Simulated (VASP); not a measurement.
Band structure of Te (relaxed from the lonsdaleite structure, space group P6_3/mmc). Level of theory: r2SCAN meta-GGA, VASP's PBE PAW potentials (set 64) (plane waves; VASP).

Unless said otherwise, spin-orbit coupling is left out, though it shifts the bands of the heavy elements here.

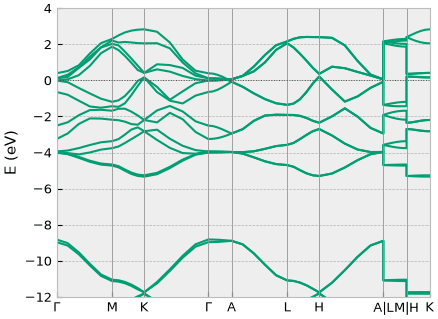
Fig. 1. Bands along high-symmetry lines, zero at the valence-band maximum or, without a gap, the Fermi level

### Question
Read the plot: is there a gap, and where are the band edges?

### Answer
It has no gap at this level: it comes out as a metal or semimetal.

The structure was generated: Te was put into the lonsdaleite type (P6_3/mmc), which need not be its known phase. It was relaxed first, which changed the volume by +65 %.
